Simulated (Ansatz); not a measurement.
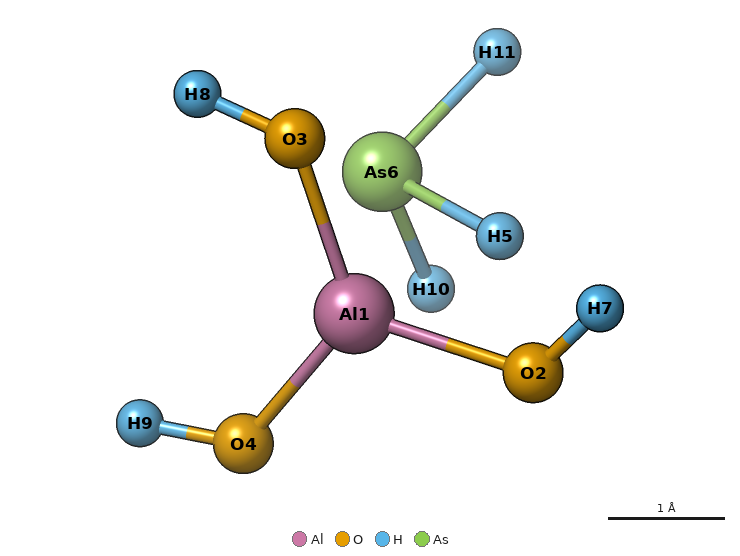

Orthographic view. Distant atoms are faded towards the background colour. The geometry was computed by an optimisation with PBE0-D4/def2-TZVP.

Write the connection table.

Al1: O2, O3, O4
O2: Al1, H7
O3: Al1, H8
O4: Al1, H9
H5: As6
As6: H5, H10, H11
H7: O2
H8: O3
H9: O4
H10: As6
H11: As6
